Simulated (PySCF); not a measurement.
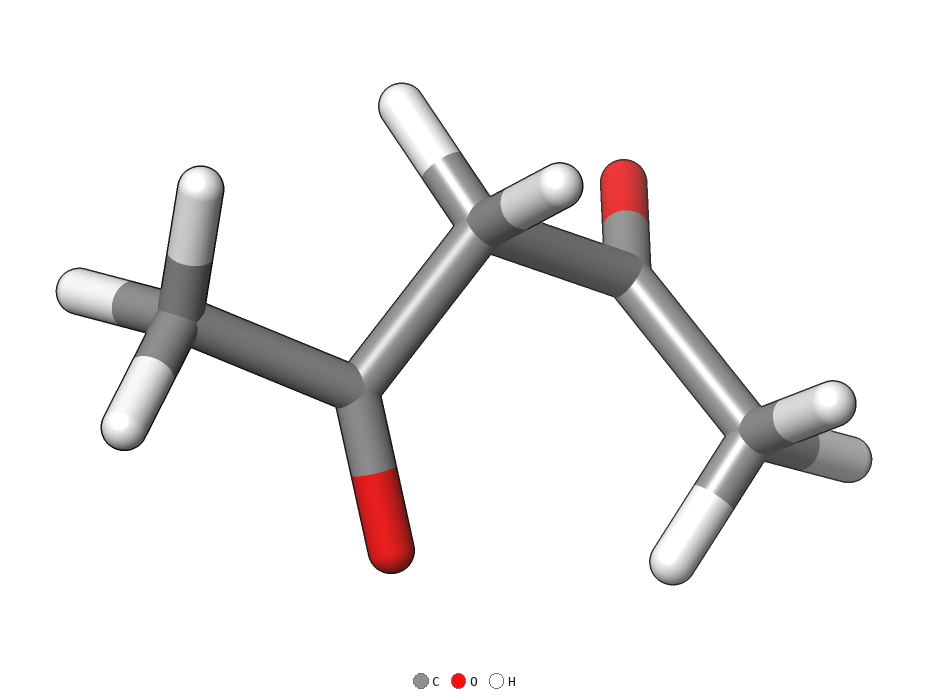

The species has charge +1 and is a spin doublet. The computed structure is the end point of a GFN2-xTB optimisation. No frequency run is at hand to confirm it as a minimum. Properties computed with UKS B3LYP, pcH-1 on C H O, non-relativistic (PySCF 2.14.0).

What does the calculation give?

The species is C₅H₈O₂⁺ (`CC(=O)CC(C)=[O+]`).
- ⟨S²⟩ of the determinant: 0.758
- isotropic g value: 2.00404
